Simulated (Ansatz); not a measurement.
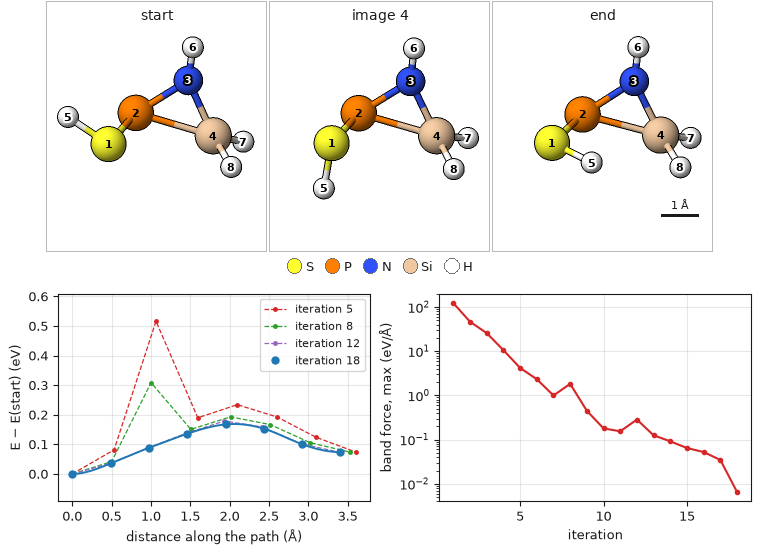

A nudged-elastic-band calculation for SiPNH4S. Images are numbered from 0 (start) to 7 (end). The plot follows the band through its iterations. A ball-and-stick model, seen from a free direction.

Level of theory: Ansatz, RHF/def2-SVP. Run with 6 movable images; no climbing image; force threshold 0.03 eV/Å; iteration limit 60; starting path through a guess of the saddle point.

Did the band converge, and can the barrier be trusted?

Answer. The run is converged, with reservations. The band converged in 18 iterations. The largest component of the band force went from 120 to 0.0065 eV/Å. No image climbed, so the highest image needn't lie on the saddle point, and the true maximum along this path can be higher. The first iteration put the highest image at 28.540 eV. Forward barrier 0.168 eV, backward barrier 0.094 eV, with image 4 at the top; the reaction energy is +0.074 eV.

Limits of the set-up: Hartree-Fock leaves out electron correlation.
